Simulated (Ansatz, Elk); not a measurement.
# LiCa4N3: X-ray structure factors from the self-consistent density

The structure of LiCa4N3 used here is made up (a known structure type with other elements) and was relaxed beforehand with PBE. The aim is the Fourier transform of its all-electron density, F(hkl), set beside the sum over free spherical atoms that refinements use.

Calculated with Elk 11.2.3 (patched build); DFT, PBE, all-electron APW+lo, Dirac cores, scalar-relativistic bands, static density, no spin.

The structure was built from a prototype and need not be the compound's stable phase.

### Step 1. Starting point

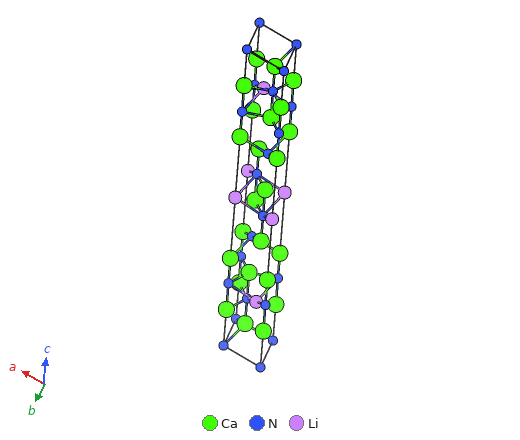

The cell as given, from a free direction (calcium green, nitrogen blue, lithium purple). This picture shows the conventional cell, with its axes. Bonds to atoms that aren't drawn are left out. Some periodic images of atoms are drawn too.

As a file:

```cif
data_structure
_symmetry_space_group_name_H-M 'R-3m:H'
_symmetry_Int_Tables_number 166
_cell_length_a 4.0781
_cell_length_b 4.0781
_cell_length_c 28.0778
_cell_angle_alpha 90.000
_cell_angle_beta 90.000
_cell_angle_gamma 120.000
_cell_volume 404.40
loop_
_atom_site_label
_atom_site_type_symbol
_atom_site_symmetry_multiplicity
_atom_site_Wyckoff_symbol
_atom_site_fract_x
_atom_site_fract_y
_atom_site_fract_z
_atom_site_occupancy
Ca1 Ca 6 c 0.00000 0.00000 0.70515 1
Ca2 Ca 6 c 0.00000 0.00000 0.87805 1
N1 N 3 a 0.00000 0.00000 0.00000 1
N2 N 6 c 0.00000 0.00000 0.78968 1
Li1 Li 3 b 0.66667 0.33333 0.83333 1
```

### Step 2. Ground state and structure factors

An all-electron density is needed, since X-rays see the cores too. Task 0 finds the density and task 195 Fourier-transforms it; tshift is off so that phases refer to the origin typed.

The input, elk.in:

```
tasks
  0
  195

xctype
  20

spinpol
  .false.

rgkmax
  7.0

gmaxvr
  14.0

lmaxo
  7

lmaxapw
  8

swidth
  0.002

tshift
  .false.

ramdisk
  .false.

hmaxvr
  5.5

maxscl
  120

epspot
  1e-06

sppath
  './'

avec
  3.85324708275 2.22467324048 17.68644606648
  -3.85324708275 2.22467324048 17.68644606648
  0.00000000000 -4.44934648096 17.68644606648

atoms
  3
  'Ca.in'
  4
  0.7051508631 0.7051508631 0.7051508631   0.000000 0.000000 0.000000
  0.2948491369 0.2948491369 0.2948491369   0.000000 0.000000 0.000000
  0.8780516095 0.8780516095 0.8780516095   0.000000 0.000000 0.000000
  0.1219483905 0.1219483905 0.1219483905   0.000000 0.000000 0.000000
  'N.in'
  3
  0.0000000000 0.0000000000 0.0000000000   0.000000 0.000000 0.000000
  0.7896757075 0.7896757075 0.7896757075   0.000000 0.000000 0.000000
  0.2103242925 0.2103242925 0.2103242925   0.000000 0.000000 0.000000
  'Li.in'
  1
  0.5000000000 0.5000000000 0.5000000000   0.000000 0.000000 0.000000

ngridk
  6 6 6
```

Started as:

```
$ OMP_NUM_THREADS=4 elk
```

Numbers of over 12 decimals in the logs are rounded to 6 here.

What it wrote:

```text
┌─────────────────────────┐
│ Elk code version 11.2.3 │
└─────────────────────────┘

All units are atomic (Hartree, Bohr, etc.)

┌─────────────────────────────────────────────────┐
│ Ground-state run starting from atomic densities │
└─────────────────────────────────────────────────┘

Lattice vectors :
   3.853247083       2.224673240       17.68644607
  -3.853247083       2.224673240       17.68644607
   0.000000000      -4.449346481       17.68644607

Reciprocal lattice vectors :
  0.8153104605      0.4707197139      0.1184180866
 -0.8153104605      0.4707197139      0.1184180866
  0.1909711502E-16 -0.9414394277      0.1184180866

Unit cell volume      :    909.6721811
Brillouin zone volume :   0.2726808828

Muffin-tin inner radius fraction :   0.1000000000E-01

Nuclei treated as point charges

Species : 1 (Ca)
 parameters loaded from : Ca.in
 name : calcium
 nuclear charge    :   -20.00000000
 electronic charge :    20.00000000
 atomic mass :    73057.72475
 muffin-tin radius :    2.400000000
 number of radial points in muffin-tin :    993
 inner part over the whole radius :   0.9970789793E-02
 number on inner part of muffin-tin    :    698
 approximate nuclear radius :   0.6614485811E-04
 number of mesh points to nuclear radius :    321
 atomic positions (lattice), magnetic fields (Cartesian) :
  1 :  -0.29484914 -0.29484914 -0.29484914    0.00000000  0.00000000  0.00000000
  2 :   0.29484914  0.29484914  0.29484914    0.00000000  0.00000000  0.00000000
  3 :  -0.12194839 -0.12194839 -0.12194839    0.00000000  0.00000000  0.00000000
  4 :   0.12194839  0.12194839  0.12194839    0.00000000  0.00000000  0.00000000

Species : 2 (N)
 parameters loaded from : N.in
 name : nitrogen
 nuclear charge    :   -7.000000000
 electronic charge :    7.000000000
 atomic mass :    25532.65216
 muffin-tin radius :    1.800000000
 number of radial points in muffin-tin :    593
 inner part over the whole radius :   0.9919300552E-02
 number on inner part of muffin-tin    :    407
 approximate nuclear radius :   0.4939692610E-04
 number of mesh points to nuclear radius :    170
 atomic positions (lattice), magnetic fields (Cartesian) :
  1 :   0.00000000  0.00000000  0.00000000    0.00000000  0.00000000  0.00000000
  2 :  -0.21032429 -0.21032429 -0.21032429    0.00000000  0.00000000  0.00000000
  3 :   0.21032429  0.21032429  0.21032429    0.00000000  0.00000000  0.00000000

Species : 3 (Li)
 parameters loaded from : Li.in
 name : lithium
 nuclear charge    :   -3.000000000
 electronic charge :    3.000000000
 atomic mass :    12652.66898
 muffin-tin radius :    1.800000000
 number of radial points in muffin-tin :    593
 inner part over the whole radius :   0.9806707936E-02
 number on inner part of muffin-tin    :    401
 approximate nuclear radius :   0.4000070961E-04
 number of mesh points to nuclear radius :    148
 atomic positions (lattice), magnetic fields (Cartesian) :
  1 :   0.50000000  0.50000000  0.50000000    0.00000000  0.00000000  0.00000000

Total number of atoms per unit cell :    8
Total muffin-tin volume :    329.3394411
 ratio of muffin-tin to unit cell volume :   0.3620418959

Spin treatment :
 spin-unpolarised

Number of Bravais lattice symmetries :   12
Number of crystal symmetries         :   12
Crystal has inversion symmetry
Real symmetric eigensolver will be used

k-point grid :      6     6     6
k-point offset :    0.000000000       0.000000000       0.000000000
k-point set is reduced with full crystal symmetry group
Total number of k-points :       32

Muffin-tin radius times maximum |G+k| :    7.000000000
 using average radius
Maximum |G+k| for APW functions       :    3.333333333
Maximum (1/2)|G+k|²                   :    5.555555556
Maximum |G| for potential and density :    14.00000000
Constant for pseudocharge density :    8
 order of it for each species :   15  15  15
 order of it for pair densities of each species (exact exchange by exxq0 0: 16) :   13   5   5
Radial integration step length :    1

[...]
correlation                 :     -4.053768
 electron entropic           :    -0.48896811621924E-11
 total energy                :     -2895.6545809920

Density of states at Fermi energy :   0.5048556127E-07
 (states/Hartree/unit cell)

Estimated indirect band gap :   0.1150177761
 from k-point 25 to k-point 1
Estimated direct band gap   :   0.1271964762
 at k-point 1

Charges :
 core                        :    46.00000000
 valence                     :    58.00000000
 interstitial                :    7.666510037
 muffin-tins (core leakage)
  species : 1 (Ca)
[...]
species : 2 (N)
[...]
species : 3 (Li)
   atom 1                    :    2.065170039     (   0.000000000    )
 total in muffin-tins        :    96.33348996
 total calculated charge     :    103.9988064
 total charge                :    104.0000000
 error                       :   0.1193596685E-02

RMS change in Kohn-Sham potential (target) :    5.087689013     (  0.1000000000E-05)
Absolute change in total energy (target)   :    1.306930117     (  0.1000000000E-03)

[... loops 3 to 18 left out ...]

┌──────────────────┐
│ Loop number : 19 │
└──────────────────┘

Energies :
 Fermi                       :     0.176528
 sum of occupied eigenvalues :     -1667.4907124860
 electron kinetic            :      2914.0641375439
 core electron kinetic       :      2696.2292462756
 Coulomb                     :     -5640.2053042456
 Coulomb potential           :     -4365.0393405076
 nuclear-nuclear             :     -458.26810266865
 electron-nuclear            :     -6010.9468247231
 Hartree                     :      829.00962314610
 Madelung                    :     -3457.6856339918
 xc potential                :     -216.51550952221
 exchange                    :     -163.33123627203
 correlation                 :     -4.076405
 electron entropic           :    -0.87659648009629E-07
 total energy                :     -2893.5488083327

Density of states at Fermi energy :   0.1950721253E-02
 (states/Hartree/unit cell)

Estimated indirect band gap :   0.3955975460E-01
 from k-point 4 to k-point 1
Estimated direct band gap   :   0.5084663944E-01
 at k-point 1

Charges :
 core                        :    46.00000000
 valence                     :    58.00000000
 interstitial                :    9.418112671
 muffin-tins (core leakage)
  species : 1 (Ca)
[...]
species : 2 (N)
[...]
species : 3 (Li)
   atom 1                    :    2.142676917     (   0.000000000    )
 total in muffin-tins        :    94.58188733
 total calculated charge     :    103.9990874
 total charge                :    104.0000000
 error                       :   0.9126354847E-03

RMS change in Kohn-Sham potential (target) :   0.3811251036E-06 (  0.1000000000E-05)
Absolute change in total energy (target)   :   0.1771957159E-05 (  0.1000000000E-03)

Convergence targets achieved

┌──────────────────┐
│ Loop number : 20 │
└──────────────────┘

Energies :
 Fermi                       :     0.176528
 sum of occupied eigenvalues :     -1667.4907118849
 electron kinetic            :      2914.0641381261
 core electron kinetic       :      2696.2292462091
 Coulomb                     :     -5640.2053044030
 Coulomb potential           :     -4365.0393402526
 nuclear-nuclear             :     -458.26810266865
 electron-nuclear            :     -6010.9468252767
 Hartree                     :      829.00962354228
 Madelung                    :     -3457.6856342767
 xc potential                :     -216.51550975839
 exchange                    :     -163.33123623538
 correlation                 :     -4.076405
 electron entropic           :    -0.87659716997887E-07
 total energy                :     -2893.5488078751

Density of states at Fermi energy :   0.1950722917E-02
 (states/Hartree/unit cell)

Estimated indirect band gap :   0.3955975018E-01
 from k-point 4 to k-point 1
Estimated direct band gap   :   0.5084662623E-01
 at k-point 1

Charges :
 core                        :    46.00000000
 valence                     :    58.00000000
 interstitial                :    9.418112725
 muffin-tins (core leakage)
  species : 1 (Ca)
[...]
species : 2 (N)
   atom 1                    :    6.294248161     ( -0.8502536186E-07)
   atom 2                    :    6.396835881     ( -0.8220353509E-07)
   atom 3                    :    6.396835881     ( -0.8220353509E-07)
  species : 3 (Li)
   atom 1                    :    2.142676927     (   0.000000000    )
 total in muffin-tins        :    94.58188727
 total calculated charge     :    103.9990874
 total charge                :    104.0000000
 error                       :   0.9126359702E-03

┌──────────────────────────────┐
│ Self-consistent loop stopped │
└──────────────────────────────┘

Wrote STATE.OUT
```

Elapsed: 61 s, on 4 threads of INTEL XEON PLATINUM 8581C at 2.30GHz (Emerald Rapids), shared host; peak memory 0.44 GiB; 2.7 min of CPU time.

SFACRHO.OUT:

```text

h k l indices transformed by vhmat matrix:
   1.000000000       0.000000000       0.000000000    
   0.000000000       1.000000000       0.000000000    
   0.000000000       0.000000000       1.000000000    

      h      k      l  multipl.   |H|            Re(F)            Im(F)           |F|

      0      0      0      1   0.0000000       104.00000      0.19146232E-15   104.00000    
     -1     -1     -1      2  0.35525426      -2.1785948      0.58642359E-13   2.1785948    
     -2     -2     -2      2  0.71050852       8.0948159      0.24615067E-13   8.0948159    
      0      0      1      6  0.94885776       21.273058      0.16803607E-13   21.273058    
      1      1      0      6  0.97077267      -28.461213      0.14732332E-13   28.461213    
     -1     -1     -2      6   1.0538850      -3.9504739      0.64756560E-13   3.9504739    
      3      3      3      2   1.0657628       20.603258      0.15578113E-12   20.603258    
     -2     -2     -1      6   1.1121507      -40.039831     -0.15846810E-13   40.039831    
     -2     -3     -2      6   1.2543634       38.289523      0.23157003E-13   38.289523    
      3      2      3      6   1.3355786       12.826001      0.11972566E-12   12.826001    
     -4     -4     -4      2   1.4210170      -57.215614     -0.15949069E-13   57.215614    
      3      3      4      6   1.5128095       43.747003     -0.79833430E-13   43.747003    
     -4     -3     -4      6   1.6071939      -14.051960      0.57320222E-13   14.051960    
     -1      1      0      6   1.6306209       66.045034     -0.11030014E-16   66.045034    
      0     -2     -1     12   1.6688709     -0.89125430      0.38501298E-13  0.89125430    
     -5     -5     -5      2   1.7762713      -4.2449554     -0.21012618E-12   4.2449554    
     -1     -3     -2     12   1.7786925       4.6583706      0.19167798E-13   4.6583706    
     -4     -4     -5      6   1.8044857      -7.7439852      0.15504262E-12   7.7439852
```

Elk indexes on the primitive cell of elk.in and gives |H| = 4π sin θ/λ in inverse bohr. Below, one row stands for each form hkl of the conventional cell (m members, Friedel mates merged), F is for one primitive cell and the density is static (no thermal factor). Free-atom factors are Waasmaier and Kirfel's, and R is Σm||F|−|F'||/Σm|F|.

| hkl | m | sin θ/λ (Å⁻¹) | abs F, DFT | neutral atoms | diff. |
| --- | --- | --- | --- | --- | --- |
| 003 | 2 | 0.053 | 2.179 | 1.954 | +0.224 |
| 006 | 2 | 0.107 | 8.095 | 7.497 | +0.597 |
| 101 | 6 | 0.143 | 21.273 | 20.397 | +0.876 |
| 012 | 6 | 0.146 | 28.461 | 27.776 | +0.686 |
| 104 | 6 | 0.159 | 3.950 | 4.770 | -0.820 |
| 009 | 2 | 0.160 | 20.603 | 19.183 | +1.420 |
| 015 | 6 | 0.167 | 40.040 | 40.610 | -0.570 |
| 107 | 6 | 0.189 | 38.289 | 38.257 | +0.032 |
| 018 | 6 | 0.201 | 12.826 | 12.736 | +0.090 |
| 0 0 12 | 2 | 0.214 | 57.216 | 56.724 | +0.492 |
| 1 0 10 | 6 | 0.228 | 43.747 | 43.284 | +0.463 |
| 0 1 11 | 6 | 0.242 | 14.052 | 13.992 | +0.060 |
| 110 | 6 | 0.245 | 66.045 | 65.646 | +0.399 |
| 113 | 12 | 0.251 | 0.891 | 0.850 | +0.041 |
| 0 0 15 | 2 | 0.267 | 4.245 | 4.127 | +0.118 |
| 116 | 12 | 0.268 | 4.658 | 4.766 | -0.107 |
| 1 0 13 | 6 | 0.271 | 7.744 | 7.702 | +0.042 |
| 021 | 6 | 0.284 | 14.277 | 14.239 | +0.039 |

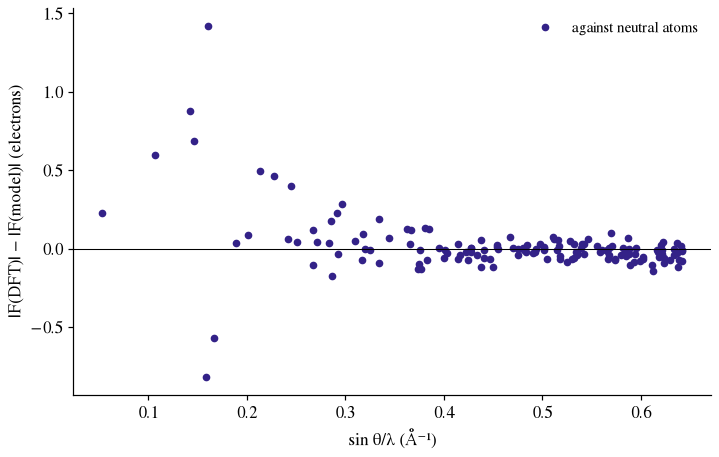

Difference between the calculated structure factors and the independent-atom ones.

### Step 3. The highest occupied states alone

An energy window below the Fermi level keeps the highest occupied states, to see at which angles they scatter; shallow core shells can lie inside it and anion s states outside. No new self-consistency is needed.

Changes to elk.in since step 2:

```diff
@@ -1,3 +1,2 @@
 tasks
-  0
   195
@@ -40,2 +39,5 @@
 
+wsfac
+  -0.190970 0.476530
+
 sppath
```

Started as:

```
$ OMP_NUM_THREADS=4 elk
```

What it wrote:

```text
┌─────────────────────────────────┐
│ Elk code version 11.2.3 started │
└─────────────────────────────────┘

Info(readinput): the functional depends on the density's gradient
 muffin-tin radial points multiplied by    2.00000
 (not where nrmtscf is given)

┌────────────────────┐
│ Current task : 195 │
└────────────────────┘

Info(sfacrho): density structure factors written to SFACRHO.OUT

 Energy window :  -0.1909700000      0.4765300000

┌──────────────────┐
│ Elk code stopped │
└──────────────────┘
```

It took 9.8 s on 4 threads; peak memory 0.27 GiB; 11 s of CPU time.

States within 10 eV below the Fermi level hold 18.00 electrons; any levels below the window count with the cores. Their amplitudes can exceed the total, where window and core parts have opposite phase:

| hkl | sin θ/λ (Å⁻¹) | abs F, window | abs F, all |
| --- | --- | --- | --- |
| 003 | 0.053 | 1.765 | 2.179 |
| 006 | 0.107 | 2.957 | 8.095 |
| 101 | 0.143 | 4.103 | 21.273 |
| 012 | 0.146 | 2.296 | 28.461 |
| 104 | 0.159 | 5.016 | 3.950 |
| 009 | 0.160 | 6.474 | 20.603 |
| 015 | 0.167 | 6.203 | 40.040 |
| 107 | 0.189 | 1.667 | 38.289 |
| 018 | 0.201 | 0.396 | 12.826 |
| 0 0 12 | 0.214 | 1.976 | 57.216 |

### Step 4. Another functional

The difference from free atoms is small, so it is set against the change that LDA (Perdew-Wang) makes.

Changes to elk.in since step 3:

```diff
@@ -1,2 +1,3 @@
 tasks
+  0
   195
@@ -4,3 +5,3 @@
 xctype
-  20
+  3
 
@@ -39,5 +40,2 @@
 
-wsfac
-  -0.190970 0.476530
-
 sppath
```

Started as:

```
$ OMP_NUM_THREADS=4 elk
```

What it wrote:

```text
┌─────────────────────────┐
│ Elk code version 11.2.3 │
└─────────────────────────┘

All units are atomic (Hartree, Bohr, etc.)

┌─────────────────────────────────────────────────┐
│ Ground-state run starting from atomic densities │
└─────────────────────────────────────────────────┘

Lattice vectors :
   3.853247083       2.224673240       17.68644607
  -3.853247083       2.224673240       17.68644607
   0.000000000      -4.449346481       17.68644607

Reciprocal lattice vectors :
  0.8153104605      0.4707197139      0.1184180866
[...]
muffin-tins (core leakage)
  species : 1 (Ca)
[...]
species : 2 (N)
[...]
atom 2                    :    6.367207664     ( -0.4230848638E-05)
   atom 3                    :    6.367207664     ( -0.4230848638E-05)
  species : 3 (Li)
   atom 1                    :    2.144633798     (   0.000000000    )
 total in muffin-tins        :    94.53301080
 total calculated charge     :    103.9991310
 total charge                :    104.0000000
 error                       :   0.8690094266E-03

┌──────────────────────────────┐
│ Self-consistent loop stopped │
└──────────────────────────────┘

Wrote STATE.OUT
[key lines of the parts left out:]
total energy                :     -2885.8787287414
```

The job ended after 40 s (4 threads; peak memory 0.34 GiB).

Against the first run R = 0.11 %; the largest change is -0.093 at 110.

### Step 5. Basis size

The basis and the expansions that go with it are enlarged, to see whether the differences are converged.

Changes to elk.in since step 4:

```diff
@@ -5,3 +5,3 @@
 xctype
-  3
+  20
 
@@ -11,12 +11,12 @@
 rgkmax
-  7.0
+  8.5
 
 gmaxvr
-  14.0
+  18.0
 
 lmaxo
-  7
+  9
 
 lmaxapw
-  8
+  10
```

Started as:

```
$ OMP_NUM_THREADS=4 elk
```

What it wrote:

```text
┌─────────────────────────┐
│ Elk code version 11.2.3 │
└─────────────────────────┘

All units are atomic (Hartree, Bohr, etc.)

┌─────────────────────────────────────────────────┐
│ Ground-state run starting from atomic densities │
└─────────────────────────────────────────────────┘

Lattice vectors :
   3.853247083       2.224673240       17.68644607
  -3.853247083       2.224673240       17.68644607
   0.000000000      -4.449346481       17.68644607

Reciprocal lattice vectors :
  0.8153104605      0.4707197139      0.1184180866
[...]
muffin-tins (core leakage)
  species : 1 (Ca)
[...]
species : 2 (N)
[...]
atom 2                    :    6.403387067     ( -0.8204900848E-07)
   atom 3                    :    6.403387067     ( -0.8204900848E-07)
  species : 3 (Li)
   atom 1                    :    2.143538470     (   0.000000000    )
 total in muffin-tins        :    94.58349834
 total calculated charge     :    104.0001061
 total charge                :    104.0000000
 error                       :   0.1061141984E-03

┌──────────────────────────────┐
│ Self-consistent loop stopped │
└──────────────────────────────┘

Wrote STATE.OUT
[key lines of the parts left out:]
total energy                :     -2893.5613549565
```

It took 3 min on 4 threads; peak memory 0.8 GiB.

Against the first run R = 0.03 %; the largest change is -0.016 at 015.

### Step 6. Settings against the effect

| run | R against the first run (%) | R against neutral atoms, low angle (%) | wall time |
| --- | --- | --- | --- |
| PBE, rgkmax 7 | 0.00 | 1.42 | 61 s |
| LDA (Perdew-Wang) | 0.11 | 1.32 | 40 s |
| rgkmax 8.5 with larger expansions | 0.03 | 1.41 | 3 min |

### Step 7. Summary of results

```json
{
 "R against neutral atoms, sin θ/λ < 0.3 Å⁻¹": "1.42 %",
 "R against neutral atoms, 0.3 to 0.64 Å⁻¹": "0.34 %"
}
```

**Reading.** Independent neutral atoms miss the calculated amplitudes by R = 1.42 % below 0.3 Å⁻¹ and 0.34 % from there to 0.64 Å⁻¹; by shells, 3.45 % below 0.15 Å⁻¹ (4 forms), 1.14 % 0.15 to 0.3 (19 forms), 0.38 % 0.3 to 0.45 (36 forms), 0.32 % above 0.45 (90 forms). Bonding, aspherical density and the tables' own atoms all enter these figures, and the runs don't part them. The largest change of an amplitude is +1.42 electrons, at 009. Weak lines can change much in proportion: 104 goes from 4.77 to 3.95. The window's part falls from 18.0 electrons at the origin to at most 0.63 between 0.45 and 0.64 Å⁻¹. Below 0.3 Å⁻¹ the changes that finished (LDA (Perdew-Wang) and rgkmax 8.5 with larger expansions) move F by R = 0.13 % at most, against the 1.42 % that separates it from free atoms. The k-mesh has no finished test. Part of the difference isn't bonding: the tables are fits to free atoms and ions calculated by other methods than this functional. Thermal motion, anomalous dispersion and extinction are left out.

[Logs are printed without paths, hosts, clocks, repeated set-up lines and the standing remarks that a program may print on its own settings, such as how far it seeks lower states.]

[Hosts, paths, dates, database ids (printed as entryN), source tags and the programs' standing remarks are cut or masked in the printed files.]
